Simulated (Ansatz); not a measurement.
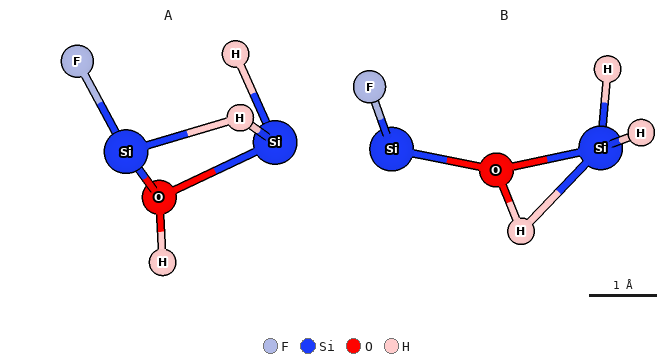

Two geometries of Si2H3OF, drawn at one scale. One is the start of a relaxation, the other its converged end. A ball-and-stick model, seen at a tilt.

These are results of Ansatz, RKS PBE-D4/def2-SVP, not measurements. Set-up: no spin polarisation; force threshold 0.02 eV/Å; at most 50 steps.

### Which of the two is the end point?

Structure A is the relaxed one. The run prepares an end point of a later path (hydrogen shift) calculation, from a guessed geometry. The atom that moves furthest after the best rigid fit is a Si atom (1.51 Å). Largest moves by element: Si 1.51 Å, F 1.11 Å, H 1.03 Å, O 0.59 Å. Some distances before and after: H–Si 3.832 → 1.789 Å, H–Si 1.773 → 2.469 Å, Si–Si 3.181 → 2.759 Å, O–Si 1.637 → 1.925 Å. Among the angles between lasting bonds that change: Si–O–Si 156.2° → 92.9°, Si–O–H 80.8° → 112.5°, O–Si–H 103.7° → 81.2°. Over 23 accepted moves (25 points after the start) the energy falls by 316.4 kJ/mol. Largest force component: 6.7 eV/Å at the start, 0.007 eV/Å at the end. The line search rejected the trial steps at points 12, 20 of the run. The run took 64 s on 1 thread of Arm Neoverse V1 (shared host), peak memory 0.14 GiB.
